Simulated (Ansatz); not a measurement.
Molecular dynamics of SnHCl₃ (part 1 of 5)

- system: SnHCl₃
- method: RKS PBE-D4/def2-SVPD (Ansatz 0.2.0)

It belongs to a series of runs on one base structure; here: dynamics from the highest image of the converged band. Figures and captions count atoms from 1; the log counts them from 0 in places.

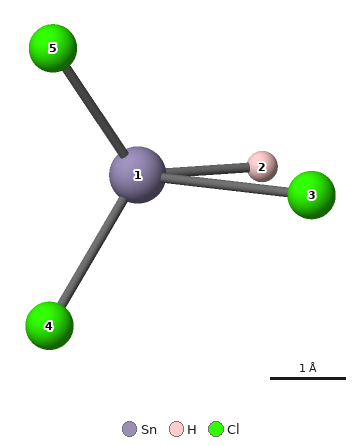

The starting structure (ball-and-stick view, seen at a tilt; atoms are numbered from 1 in the order of the input). Sticks mark near contacts. Bond lengths as drawn: Cl–Sn 2.38 to 2.60 Å and H–Sn 1.78 Å.

Summary:

```tsv
quantity	value
outcome	finished
mean temperature over the second half	2581 K
trajectory	200 steps, 100 fs
ensemble	nve
temperature in the input	100.0 K
time step	0.5 fs
potential energy (last step)	−43392.1736 eV
mean-field energy (last step)	−43392.0238 eV
largest force (length of the vector) (last step)	3.253 eV/Å
hardware	4 threads of Intel Xeon (Sapphire Rapids), 32 GiB of memory available, shared host
wall time	2.9 min (CPU time 11 min)
peak memory	0.21 GiB
```

Notes:

So short a trajectory is not equilibrated.

Input:
```yaml
crystal:
  periodic: [false, false, false]
  atoms:
    - { symbol: Sn, position_ang: [-0.268533, 0.004483, 0.413148] }
    - { symbol: H, position_ang: [0.92422, 0.004652, 1.740628] }
    - { symbol: Cl, position_ang: [2.335563, -0.011644, 0.413386] }
    - { symbol: Cl, position_ang: [-0.903463, 1.896542, -0.883065] }
    - { symbol: Cl, position_ang: [-0.926489, -1.894032, -0.861897] }
basis:
  gaussian: { orbitals: def2-SVPD }
hamiltonian:
  xc: pbe
  dispersion: d4
md:
  timestep: 0.5
  n_steps: 200
  ensemble: nve
  temperature: 100.0
  initial_velocities: maxwell_boltzmann
  seed: 4040
```

Launch command:
```bash
ansatz run input.yaml --threads 4 --pin off --max-ram 5120MiB --backend cpu --events-out ev --progress --plain --runs-dir out
```

The program's output:
```
Engine: ansatz 0.2.0, x86_64-unknown-linux-gnu
Functional definition: PBE
  parameter kappa = 0.804
  parameter beta = 0.06672455060314922
  exchange = pbe_x(kappa = kappa, mu = beta*pi^2/3)
  correlation = pbe_c(beta = beta)
1245 factors; their error is unknown
mean field evaluation 1: about -43388.6584 eV, gradient 2.7e1 eV
mean field evaluation 2: about -43370.3684 eV, gradient 7.9e1 eV
mean field evaluation 4: about -43390.7138 eV, gradient 8.3e0 eV
mean field evaluation 8: about -43390.9924 eV, gradient 2.1e-1 eV
mean field evaluation 16: about -43390.9626 eV, gradient 7.4e-5 eV
mean field -43390.96256559 eV, -1594.5884628347 hartree, gradient 5.2e-5 eV, S^2 0.000000; 0 other end points of the search recorded, 0 dependent functions left out
the calculation of the forces begins
reference -43390.96261445 eV, -1594.5884646301 hartree; 37, 37 occupied and 84, 84 virtual orbitals, 1245 factors
md step     0: t =     0.00 fs  T =   100.0 K  F+E_penalty+E_count = -43391.13790512 eV  E_kin = 0.038778 eV  conserved = -43391.09912712 eV  (29 SCF iters)
these checks for a lower state are left out or cut short: starts, cluster_reference, orbital_swaps, neighbouring_geometries, increment
1245 factors; their error is unknown
mean field -43390.96239332 eV, -1594.5884565038 hartree, gradient 1.3e-5 eV, S^2 0.000000; 0 other end points of the search recorded, 0 dependent functions left out
the calculation of the forces begins
reference -43390.96244218 eV, -1594.5884582993 hartree; 37, 37 occupied and 84, 84 virtual orbitals, 1245 factors
md step     1: t =     0.50 fs  T =    99.8 K  F+E_penalty+E_count = -43391.13781041 eV  E_kin = 0.038684 eV  conserved = -43391.09912664 eV  (31 SCF iters)
[... from here on the SCF iterations and repeated set-up lines of each step are left out, up to the last step ...]
md step     2: t =     1.00 fs  T =    99.0 K  F+E_penalty+E_count = -43391.13753118 eV  E_kin = 0.038406 eV  conserved = -43391.09912548 eV  (31 SCF iters)
md step     3: t =     1.50 fs  T =    97.9 K  F+E_penalty+E_count = -43391.13708571 eV  E_kin = 0.037962 eV  conserved = -43391.09912396 eV  (31 SCF iters)
md step     4: t =     2.00 fs  T =    96.4 K  F+E_penalty+E_count = -43391.13650070 eV  E_kin = 0.037379 eV  conserved = -43391.09912186 eV  (31 SCF iters)
md step     5: t =     2.50 fs  T =    94.6 K  F+E_penalty+E_count = -43391.13580993 eV  E_kin = 0.036690 eV  conserved = -43391.09911951 eV  (32 SCF iters)
md step     6: t =     3.00 fs  T =    92.7 K  F+E_penalty+E_count = -43391.13505076 eV  E_kin = 0.035934 eV  conserved = -43391.09911711 eV  (31 SCF iters)
md step     7: t =     3.50 fs  T =    90.6 K  F+E_penalty+E_count = -43391.13426131 eV  E_kin = 0.035146 eV  conserved = -43391.09911485 eV  (24 SCF iters)
md step     8: t =     4.00 fs  T =    88.6 K  F+E_penalty+E_count = -43391.13347773 eV  E_kin = 0.034365 eV  conserved = -43391.09911287 eV  (24 SCF iters)
md step     9: t =     4.50 fs  T =    86.7 K  F+E_penalty+E_count = -43391.13273159 eV  E_kin = 0.033620 eV  conserved = -43391.09911124 eV  (25 SCF iters)
md step    10: t =     5.00 fs  T =    84.9 K  F+E_penalty+E_count = -43391.13204815 eV  E_kin = 0.032938 eV  conserved = -43391.09911018 eV  (24 SCF iters)
md step    11: t =     5.50 fs  T =    83.4 K  F+E_penalty+E_count = -43391.13144438 eV  E_kin = 0.032335 eV  conserved = -43391.09910968 eV  (24 SCF iters)
md step    12: t =     6.00 fs  T =    82.1 K  F+E_penalty+E_count = -43391.13092844 eV  E_kin = 0.031819 eV  conserved = -43391.09910975 eV  (25 SCF iters)
md step    13: t =     6.50 fs  T =    80.9 K  F+E_penalty+E_count = -43391.13049942 eV  E_kin = 0.031389 eV  conserved = -43391.09911035 eV  (24 SCF iters)
md step    14: t =     7.00 fs  T =    80.0 K  F+E_penalty+E_count = -43391.13014782 eV  E_kin = 0.031036 eV  conserved = -43391.09911143 eV  (24 SCF iters)
md step    15: t =     7.50 fs  T =    79.3 K  F+E_penalty+E_count = -43391.12985674 eV  E_kin = 0.030744 eV  conserved = -43391.09911285 eV  (24 SCF iters)
md step    16: t =     8.00 fs  T =    78.6 K  F+E_penalty+E_count = -43391.12960375 eV  E_kin = 0.030489 eV  conserved = -43391.09911448 eV  (24 SCF iters)
md step    17: t =     8.50 fs  T =    78.0 K  F+E_penalty+E_count = -43391.12936318 eV  E_kin = 0.030247 eV  conserved = -43391.09911614 eV  (24 SCF iters)
md step    18: t =     9.00 fs  T =    77.3 K  F+E_penalty+E_count = -43391.12910894 eV  E_kin = 0.029991 eV  conserved = -43391.09911763 eV  (25 SCF iters)
md step    19: t =     9.50 fs  T =    76.6 K  F+E_penalty+E_count = -43391.12881751 eV  E_kin = 0.029699 eV  conserved = -43391.09911877 eV  (25 SCF iters)
md step    20: t =    10.00 fs  T =    75.7 K  F+E_penalty+E_count = -43391.12847113 eV  E_kin = 0.029352 eV  conserved = -43391.09911937 eV  (25 SCF iters)
md step    21: t =    10.50 fs  T =    74.6 K  F+E_penalty+E_count = -43391.12806033 eV  E_kin = 0.028941 eV  conserved = -43391.09911890 eV  (28 SCF iters)
md step    22: t =    11.00 fs  T =    73.4 K  F+E_penalty+E_count = -43391.12758793 eV  E_kin = 0.028470 eV  conserved = -43391.09911789 eV  (30 SCF iters)
md step    23: t =    11.50 fs  T =    72.1 K  F+E_penalty+E_count = -43391.12706918 eV  E_kin = 0.027953 eV  conserved = -43391.09911603 eV  (30 SCF iters)
md step    24: t =    12.00 fs  T =    70.7 K  F+E_penalty+E_count = -43391.12653396 eV  E_kin = 0.027421 eV  conserved = -43391.09911323 eV  (30 SCF iters)
md step    25: t =    12.50 fs  T =    69.4 K  F+E_penalty+E_count = -43391.12602702 eV  E_kin = 0.026917 eV  conserved = -43391.09910957 eV  (30 SCF iters)
md step    26: t =    13.00 fs  T =    68.3 K  F+E_penalty+E_count = -43391.12560721 eV  E_kin = 0.026502 eV  conserved = -43391.09910511 eV  (30 SCF iters)
md step    27: t =    13.50 fs  T =    67.7 K  F+E_penalty+E_count = -43391.12534596 eV  E_kin = 0.026246 eV  conserved = -43391.09909995 eV  (31 SCF iters)
md step    28: t =    14.00 fs  T =    67.6 K  F+E_penalty+E_count = -43391.12532529 eV  E_kin = 0.026231 eV  conserved = -43391.09909429 eV  (30 SCF iters)
md step    29: t =    14.50 fs  T =    68.5 K  F+E_penalty+E_count = -43391.12563519 eV  E_kin = 0.026547 eV  conserved = -43391.09908827 eV  (30 SCF iters)
md step    30: t =    15.00 fs  T =    70.4 K  F+E_penalty+E_count = -43391.12637141 eV  E_kin = 0.027289 eV  conserved = -43391.09908200 eV  (30 SCF iters)
md step    31: t =    15.50 fs  T =    73.6 K  F+E_penalty+E_count = -43391.12763376 eV  E_kin = 0.028558 eV  conserved = -43391.09907551 eV  (31 SCF iters)
md step    32: t =    16.00 fs  T =    78.5 K  F+E_penalty+E_count = -43391.12952562 eV  E_kin = 0.030457 eV  conserved = -43391.09906871 eV  (31 SCF iters)
md step    33: t =    16.50 fs  T =    85.3 K  F+E_penalty+E_count = -43391.13215503 eV  E_kin = 0.033094 eV  conserved = -43391.09906146 eV  (31 SCF iters)
md step    34: t =    17.00 fs  T =    94.3 K  F+E_penalty+E_count = -43391.13563765 eV  E_kin = 0.036584 eV  conserved = -43391.09905355 eV  (30 SCF iters)
md step    35: t =    17.50 fs  T =   105.9 K  F+E_penalty+E_count = -43391.14010122 eV  E_kin = 0.041057 eV  conserved = -43391.09904417 eV  (30 SCF iters)
md step    36: t =    18.00 fs  T =   120.3 K  F+E_penalty+E_count = -43391.14569372 eV  E_kin = 0.046661 eV  conserved = -43391.09903311 eV  (30 SCF iters)
md step    37: t =    18.50 fs  T =   138.1 K  F+E_penalty+E_count = -43391.15259139 eV  E_kin = 0.053572 eV  conserved = -43391.09901976 eV  (31 SCF iters)
md step    38: t =    19.00 fs  T =   159.9 K  F+E_penalty+E_count = -43391.16100914 eV  E_kin = 0.062006 eV  conserved = -43391.09900297 eV  (31 SCF iters)
md step    39: t =    19.50 fs  T =   186.3 K  F+E_penalty+E_count = -43391.17121387 eV  E_kin = 0.072231 eV  conserved = -43391.09898258 eV  (31 SCF iters)
md step    40: t =    20.00 fs  T =   218.1 K  F+E_penalty+E_count = -43391.18353465 eV  E_kin = 0.084578 eV  conserved = -43391.09895710 eV  (27 SCF iters)
md step    41: t =    20.50 fs  T =   256.5 K  F+E_penalty+E_count = -43391.19837742 eV  E_kin = 0.099451 eV  conserved = -43391.09892632 eV  (31 SCF iters)
md step    42: t =    21.00 fs  T =   302.6 K  F+E_penalty+E_count = -43391.21623371 eV  E_kin = 0.117344 eV  conserved = -43391.09888991 eV  (31 SCF iters)
md step    43: t =    21.50 fs  T =   358.0 K  F+E_penalty+E_count = -43391.23768708 eV  E_kin = 0.138839 eV  conserved = -43391.09884850 eV  (31 SCF iters)
md step    44: t =    22.00 fs  T =   424.5 K  F+E_penalty+E_count = -43391.26340849 eV  E_kin = 0.164605 eV  conserved = -43391.09880392 eV  (29 SCF iters)
md step    45: t =    22.50 fs  T =   503.8 K  F+E_penalty+E_count = -43391.29413318 eV  E_kin = 0.195372 eV  conserved = -43391.09876071 eV  (30 SCF iters)
md step    46: t =    23.00 fs  T =   598.0 K  F+E_penalty+E_count = -43391.33060117 eV  E_kin = 0.231874 eV  conserved = -43391.09872696 eV  (30 SCF iters, 3 dispersion substeps)
md step    47: t =    23.50 fs  T =   708.4 K  F+E_penalty+E_count = -43391.37343548 eV  E_kin = 0.274716 eV  conserved = -43391.09871989 eV  (30 SCF iters, 3 dispersion substeps)
md step    48: t =    24.00 fs  T =   835.9 K  F+E_penalty+E_count = -43391.42291269 eV  E_kin = 0.324145 eV  conserved = -43391.09876812 eV  (30 SCF iters, 3 dispersion substeps)
md step    49: t =    24.50 fs  T =   979.0 K  F+E_penalty+E_count = -43391.47856821 eV  E_kin = 0.379650 eV  conserved = -43391.09891834 eV  (30 SCF iters, 3 dispersion substeps)
md step    50: t =    25.00 fs  T =  1132.9 K  F+E_penalty+E_count = -43391.53856648 eV  E_kin = 0.439329 eV  conserved = -43391.09923792 eV  (29 SCF iters, 3 dispersion substeps)
md step    51: t =    25.50 fs  T =  1286.9 K  F+E_penalty+E_count = -43391.59882029 eV  E_kin = 0.499015 eV  conserved = -43391.09980483 eV  (29 SCF iters, 3 dispersion substeps)
md step    52: t =    26.00 fs  T =  1421.9 K  F+E_penalty+E_count = -43391.65204148 eV  E_kin = 0.551376 eV  conserved = -43391.10066535 eV  (29 SCF iters, 3 dispersion substeps)
md step    53: t =    26.50 fs  T =  1510.3 K  F+E_penalty+E_count = -43391.68738368 eV  E_kin = 0.585652 eV  conserved = -43391.10173212 eV  (28 SCF iters, 3 dispersion substeps)
md step    54: t =    27.00 fs  T =  1520.2 K  F+E_penalty+E_count = -43391.69215316 eV  E_kin = 0.589521 eV  conserved = -43391.10263211 eV  (28 SCF iters, 3 dispersion substeps)
md step    55: t =    27.50 fs  T =  1431.0 K  F+E_penalty+E_count = -43391.65756441 eV  E_kin = 0.554908 eV  conserved = -43391.10265639 eV  (28 SCF iters, 3 dispersion substeps)
md step    56: t =    28.00 fs  T =  1257.6 K  F+E_penalty+E_count = -43391.58877549 eV  E_kin = 0.487658 eV  conserved = -43391.10111702 eV  (28 SCF iters, 3 dispersion substeps)
md step    57: t =    28.50 fs  T =  1070.8 K  F+E_penalty+E_count = -43391.51347900 eV  E_kin = 0.415225 eV  conserved = -43391.09825442 eV  (27 SCF iters, 3 dispersion substeps)
md step    58: t =    29.00 fs  T =   981.7 K  F+E_penalty+E_count = -43391.47650441 eV  E_kin = 0.380678 eV  conserved = -43391.09582683 eV  (28 SCF iters, 3 dispersion substeps)
md step    59: t =    29.50 fs  T =  1077.9 K  F+E_penalty+E_count = -43391.51389850 eV  E_kin = 0.418000 eV  conserved = -43391.09589863 eV  (25 SCF iters, 3 dispersion substeps)
md step    60: t =    30.00 fs  T =  1355.8 K  F+E_penalty+E_count = -43391.62432887 eV  E_kin = 0.525751 eV  conserved = -43391.09857787 eV  (28 SCF iters, 3 dispersion substeps)
md step    61: t =    30.50 fs  T =  1717.4 K  F+E_penalty+E_count = -43391.76783354 eV  E_kin = 0.665965 eV  conserved = -43391.10186855 eV  (28 SCF iters, 3 dispersion substeps)
md step    62: t =    31.00 fs  T =  2037.0 K  F+E_penalty+E_count = -43391.89375591 eV  E_kin = 0.789900 eV  conserved = -43391.10385568 eV  (27 SCF iters, 3 dispersion substeps)
md step    63: t =    31.50 fs  T =  2230.1 K  F+E_penalty+E_count = -43391.96888079 eV  E_kin = 0.864780 eV  conserved = -43391.10410086 eV  (28 SCF iters, 3 dispersion substeps)
md step    64: t =    32.00 fs  T =  2275.4 K  F+E_penalty+E_count = -43391.98554721 eV  E_kin = 0.882342 eV  conserved = -43391.10320506 eV  (28 SCF iters, 3 dispersion substeps)
md step    65: t =    32.50 fs  T =  2197.7 K  F+E_penalty+E_count = -43391.95414855 eV  E_kin = 0.852237 eV  conserved = -43391.10191161 eV  (27 SCF iters, 3 dispersion substeps)
md step    66: t =    33.00 fs  T =  2041.7 K  F+E_penalty+E_count = -43391.89240362 eV  E_kin = 0.791715 eV  conserved = -43391.10068886 eV  (28 SCF iters, 3 dispersion substeps)
md step    67: t =    33.50 fs  T =  1852.4 K  F+E_penalty+E_count = -43391.81804655 eV  E_kin = 0.718326 eV  conserved = -43391.09972071 eV  (28 SCF iters, 3 dispersion substeps)
md step    68: t =    34.00 fs  T =  1667.4 K  F+E_penalty+E_count = -43391.74562040 eV  E_kin = 0.646594 eV  conserved = -43391.09902598 eV  (29 SCF iters, 3 dispersion substeps)
md step    69: t =    34.50 fs  T =  1514.5 K  F+E_penalty+E_count = -43391.68585143 eV  E_kin = 0.587294 eV  conserved = -43391.09855735 eV  (28 SCF iters, 3 dispersion substeps)
md step    70: t =    35.00 fs  T =  1412.9 K  F+E_penalty+E_count = -43391.64614252 eV  E_kin = 0.547884 eV  conserved = -43391.09825806 eV  (28 SCF iters, 3 dispersion substeps)
md step    71: t =    35.50 fs  T =  1375.1 K  F+E_penalty+E_count = -43391.63131055 eV  E_kin = 0.533224 eV  conserved = -43391.09808691 eV  (29 SCF iters, 3 dispersion substeps)
md step    72: t =    36.00 fs  T =  1408.3 K  F+E_penalty+E_count = -43391.64415052 eV  E_kin = 0.546123 eV  conserved = -43391.09802792 eV  (28 SCF iters, 3 dispersion substeps)
md step    73: t =    36.50 fs  T =  1515.2 K  F+E_penalty+E_count = -43391.68565539 eV  E_kin = 0.587563 eV  conserved = -43391.09809211 eV  (29 SCF iters, 3 dispersion substeps)
md step    74: t =    37.00 fs  T =  1693.0 K  F+E_penalty+E_count = -43391.75484606 eV  E_kin = 0.656530 eV  conserved = -43391.09831601 eV  (29 SCF iters, 3 dispersion substeps)
md step    75: t =    37.50 fs  T =  1932.7 K  F+E_penalty+E_count = -43391.84823130 eV  E_kin = 0.749473 eV  conserved = -43391.09875796 eV  (28 SCF iters, 3 dispersion substeps)
md step    76: t =    38.00 fs  T =  2216.4 K  F+E_penalty+E_count = -43391.95896784 eV  E_kin = 0.859478 eV  conserved = -43391.09949000 eV  (28 SCF iters, 3 dispersion substeps)
md step    77: t =    38.50 fs  T =  2515.1 K  F+E_penalty+E_count = -43392.07587946 eV  E_kin = 0.975305 eV  conserved = -43391.10057425 eV  (27 SCF iters, 3 dispersion substeps)
md step    78: t =    39.00 fs  T =  2787.0 K  F+E_penalty+E_count = -43392.18275768 eV  E_kin = 1.080761 eV  conserved = -43391.10199698 eV  (29 SCF iters, 3 dispersion substeps)
md step    79: t =    39.50 fs  T =  2979.6 K  F+E_penalty+E_count = -43392.25897493 eV  E_kin = 1.155435 eV  conserved = -43391.10354004 eV  (28 SCF iters, 3 dispersion substeps)
md step    80: t =    40.00 fs  T =  3039.6 K  F+E_penalty+E_count = -43392.28331337 eV  E_kin = 1.178701 eV  conserved = -43391.10461192 eV  (28 SCF iters, 3 dispersion substeps)
md step    81: t =    40.50 fs  T =  2937.0 K  F+E_penalty+E_count = -43392.24314848 eV  E_kin = 1.138894 eV  conserved = -43391.10425489 eV  (29 SCF iters, 3 dispersion substeps)
md step    82: t =    41.00 fs  T =  2698.6 K  F+E_penalty+E_count = -43392.14817218 eV  E_kin = 1.046448 eV  conserved = -43391.10172419 eV  (28 SCF iters, 3 dispersion substeps)
md step    83: t =    41.50 fs  T =  2428.4 K  F+E_penalty+E_count = -43392.03944566 eV  E_kin = 0.941703 eV  conserved = -43391.09774243 eV  (27 SCF iters, 3 dispersion substeps)
md step    84: t =    42.00 fs  T =  2274.1 K  F+E_penalty+E_count = -43391.97680589 eV  E_kin = 0.881852 eV  conserved = -43391.09495413 eV  (28 SCF iters, 3 dispersion substeps)
md step    85: t =    42.50 fs  T =  2334.0 K  F+E_penalty+E_count = -43392.00081142 eV  E_kin = 0.905088 eV  conserved = -43391.09572296 eV  (28 SCF iters, 3 dispersion substeps)
md step    86: t =    43.00 fs  T =  2581.4 K  F+E_penalty+E_count = -43392.10033736 eV  E_kin = 1.001003 eV  conserved = -43391.09933469 eV  (28 SCF iters, 3 dispersion substeps)
md step    87: t =    43.50 fs  T =  2886.5 K  F+E_penalty+E_count = -43392.22223168 eV  E_kin = 1.119331 eV  conserved = -43391.10290067 eV  (27 SCF iters, 3 dispersion substeps)
md step    88: t =    44.00 fs  T =  3112.6 K  F+E_penalty+E_count = -43392.31147771 eV  E_kin = 1.206993 eV  conserved = -43391.10448456 eV  (27 SCF iters, 3 dispersion substeps)
md step    89: t =    44.50 fs  T =  3187.7 K  F+E_penalty+E_count = -43392.34027131 eV  E_kin = 1.236144 eV  conserved = -43391.10412751 eV  (27 SCF iters, 3 dispersion substeps)
md step    90: t =    45.00 fs  T =  3112.5 K  F+E_penalty+E_count = -43392.30973234 eV  E_kin = 1.206950 eV  conserved = -43391.10278233 eV  (28 SCF iters, 3 dispersion substeps)
md step    91: t =    45.50 fs  T =  2929.3 K  F+E_penalty+E_count = -43392.23719338 eV  E_kin = 1.135920 eV  conserved = -43391.10127326 eV  (28 SCF iters, 3 dispersion substeps)
md step    92: t =    46.00 fs  T =  2692.1 K  F+E_penalty+E_count = -43392.14396240 eV  E_kin = 1.043948 eV  conserved = -43391.10001434 eV  (28 SCF iters, 3 dispersion substeps)
md step    93: t =    46.50 fs  T =  2448.6 K  F+E_penalty+E_count = -43392.04863139 eV  E_kin = 0.949520 eV  conserved = -43391.09911178 eV  (28 SCF iters, 3 dispersion substeps)
md step    94: t =    47.00 fs  T =  2234.3 K  F+E_penalty+E_count = -43391.96495454 eV  E_kin = 0.866425 eV  conserved = -43391.09852915 eV  (28 SCF iters, 3 dispersion substeps)
md step    95: t =    47.50 fs  T =  2073.0 K  F+E_penalty+E_count = -43391.90204949 eV  E_kin = 0.803860 eV  conserved = -43391.09818899 eV  (28 SCF iters, 3 dispersion substeps)
md step    96: t =    48.00 fs  T =  1978.8 K  F+E_penalty+E_count = -43391.86536058 eV  E_kin = 0.767338 eV  conserved = -43391.09802246 eV  (27 SCF iters, 3 dispersion substeps)
md step    97: t =    48.50 fs  T =  1958.9 K  F+E_penalty+E_count = -43391.85760110 eV  E_kin = 0.759615 eV  conserved = -43391.09798595 eV  (27 SCF iters, 3 dispersion substeps)
md step    98: t =    49.00 fs  T =  2014.8 K  F+E_penalty+E_count = -43391.87936645 eV  E_kin = 0.781299 eV  conserved = -43391.09806755 eV  (28 SCF iters, 3 dispersion substeps)
md step    99: t =    49.50 fs  T =  2143.0 K  F+E_penalty+E_count = -43391.92931031 eV  E_kin = 0.831024 eV  conserved = -43391.09828672 eV  (28 SCF iters, 3 dispersion substeps)
md step   100: t =    50.00 fs  T =  2334.2 K  F+E_penalty+E_count = -43392.00386585 eV  E_kin = 0.905171 eV  conserved = -43391.09869453 eV  (28 SCF iters, 3 dispersion substeps)
md step   101: t =    50.50 fs  T =  2571.5 K  F+E_penalty+E_count = -43392.09653236 eV  E_kin = 0.997165 eV  conserved = -43391.09936698 eV  (28 SCF iters, 3 dispersion substeps)
md step   102: t =    51.00 fs  T =  2827.6 K  F+E_penalty+E_count = -43392.19685432 eV  E_kin = 1.096470 eV  conserved = -43391.10038406 eV  (28 SCF iters, 3 dispersion substeps)
md step   103: t =    51.50 fs  T =  3062.8 K  F+E_penalty+E_count = -43392.28947845 eV  E_kin = 1.187711 eV  conserved = -43391.10176761 eV  (28 SCF iters, 3 dispersion substeps)
md step   104: t =    52.00 fs  T =  3225.8 K  F+E_penalty+E_count = -43392.35425966 eV  E_kin = 1.250900 eV  conserved = -43391.10335940 eV  (28 SCF iters, 3 dispersion substeps)
md step   105: t =    52.50 fs  T =  3261.2 K  F+E_penalty+E_count = -43392.36926976 eV  E_kin = 1.264632 eV  conserved = -43391.10463790 eV  (28 SCF iters, 3 dispersion substeps)
md step   106: t =    53.00 fs  T =  3131.9 K  F+E_penalty+E_count = -43392.31913313 eV  E_kin = 1.214481 eV  conserved = -43391.10465212 eV  (28 SCF iters, 3 dispersion substeps)
md step   107: t =    53.50 fs  T =  2853.4 K  F+E_penalty+E_count = -43392.20896724 eV  E_kin = 1.106499 eV  conserved = -43391.10246817 eV  (28 SCF iters, 3 dispersion substeps)
md step   108: t =    54.00 fs  T =  2521.9 K  F+E_penalty+E_count = -43392.07637096 eV  E_kin = 0.977946 eV  conserved = -43391.09842467 eV  (28 SCF iters, 3 dispersion substeps)
```
